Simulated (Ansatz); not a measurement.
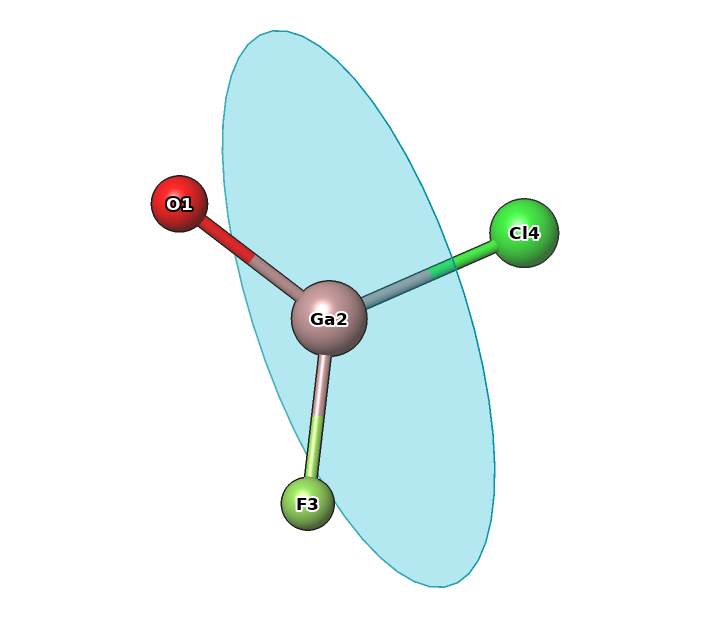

A disc through the centre of mass is drawn in. Atoms fade into the background with distance from the viewer. Charge 0, doublet. The geometry was computed by an optimisation with PBE0-D4/def2-TZVP.

Question: Is the plane of the disc a mirror plane of the structure?

Answer: No. The point group is Cs, with 1 mirror plane, and this plane isn't one of its mirror planes.
